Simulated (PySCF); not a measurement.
CHCl₃, SMILES `ClC(Cl)Cl`.

Level of theory: B3LYP/def2-SVP (PySCF), at a geometry from GFN2-xTB. No frequency check shows the geometry to be a minimum. GFN2-xTB bond lengths at metals and heavier atoms can be off by up to 0.1 Å and shapes distorted, which carries into these values.

Input

```python
import numpy as np
from pyscf import gto, scf, dft
from pyscf.scf import atom_ks, atom_hf
from scipy.linalg import block_diag

def solve(mol, dm0=None, hcore=None):
    mf = (dft.UKS if mol.spin else dft.RKS)(mol, xc='b3lyp')
    mf.grids.level = 3
    mf = mf.density_fit(auxbasis='def2-universal-jkfit')
    mf.conv_tol, mf.max_cycle = 1e-8, 80
    if hcore is not None:
        mf.get_hcore = lambda *args: hcore
    mf.kernel(dm0)
    if not mf.converged:
        mf = mf.newton().run(mf.mo_coeff, mf.mo_occ, max_cycle=30)
    assert mf.converged, 'SCF not converged'
    return mf

mol = gto.M(atom='''
Cl     1.61831    -0.43393     0.08743
C      0.00005    -0.00009    -0.48107
Cl    -1.18498    -1.18449     0.08743
Cl    -0.43335     1.61845     0.08742
H     -0.00003    -0.00003    -1.57242
''', basis='def2-svp', charge=0, spin=0, verbose=4)
mf = solve(mol)
mf.analyze()
# spherically averaged free atoms, for the promolecule
atm = atom_ks.get_atm_nrks(mol, xc='b3lyp')
pro = block_diag(*[(atm[a[0]][2] * atm[a[0]][3]) @ atm[a[0]][2].T for a in mol._atom])
np.savez('result.npz', e=mf.e_tot, c=mf.mo_coeff, occ=mf.mo_occ, eps=mf.mo_energy, pro=pro, dip=mf.dip_moment(verbose=0), s2=mf.spin_square()[0])
```

Command:

```sh
OMP_NUM_THREADS=1 python input.py
```

The run took 9.5 s on 1 thread of Intel(R) Xeon(R) Platinum 8259CL CPU @ 2.50GHz (Skylake/Cascade Lake), with other jobs on the host, peak memory 0.33 GiB.

Partitions, critical points and surface values were worked out afterwards from this run's density.

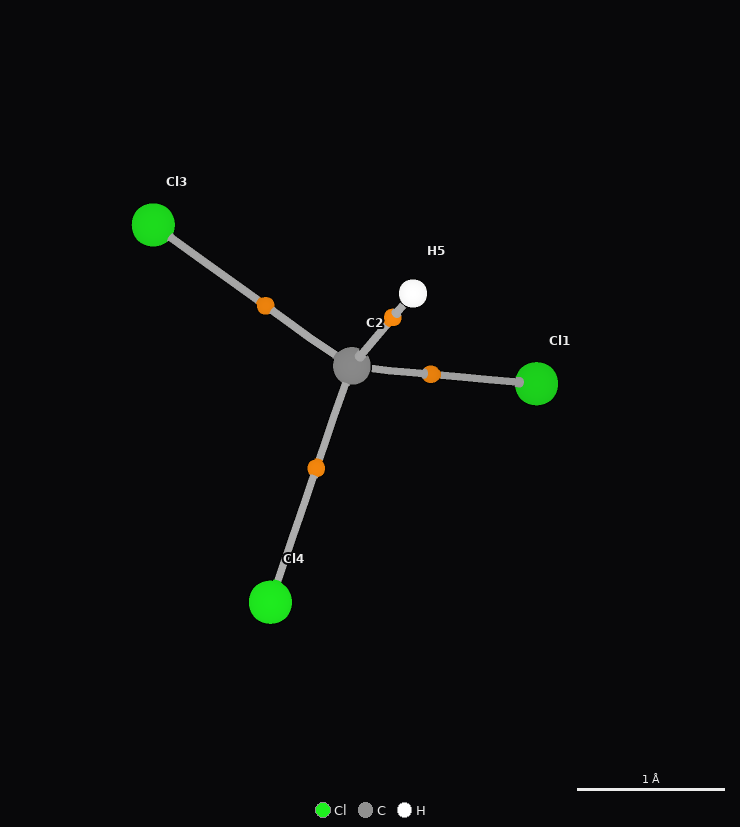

Molecular graph of the electron density (QTAIM): bond paths, bond critical points (orange), ring points (yellow, if any); weak paths are dashed.

How many critical points of each kind are there, and does the count close?

Answer. 5 nuclei, 4 bond, 0 ring and 0 cage critical points: 5 − 4 + 0 − 0 = 1, as the Poincaré–Hopf relation requires.

What does the calculation give at each kind of bond critical point?

Answer.
| bond | length (Å) | ρ (a.u.) | ∇²ρ (a.u.) | ε | H (a.u.) |
| --- | --- | --- | --- | --- | --- |
| C2–H5 | 1.091 | 0.292 | −1.21 | 0.00 | −0.331 |
| Cl1–C2 (3 alike) | 1.769 | 0.192 | −0.24 | 0.02 | −0.123 |

What kind of interaction is C2–H5?

Answer. Shared-shell (covalent): ρ = 0.292, ∇²ρ = −1.21, H = −0.331 a.u.
